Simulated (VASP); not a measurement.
Band structure of NbN (rock salt). Calculation: rev-vdW-DF2, VASP's PBE PAW potentials (set 64) (plane waves; VASP).

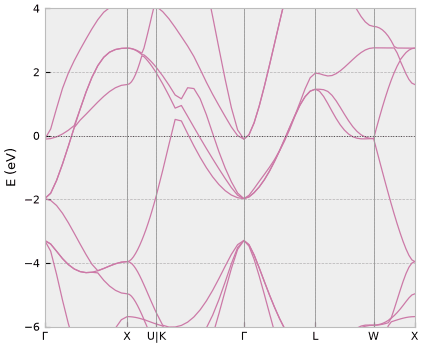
Bands along high-symmetry lines, zero at the valence-band maximum or, without a gap, the Fermi level

Problem. Read the plot: is there a gap, and where are the band edges?

Solution. It has no gap at this level: it comes out as a metal or semimetal. (Edges off the drawn lines would not show.)

The compound is NbN in the rock salt structure, the cubic δ form, which competes with hexagonal ones. It was relaxed first.
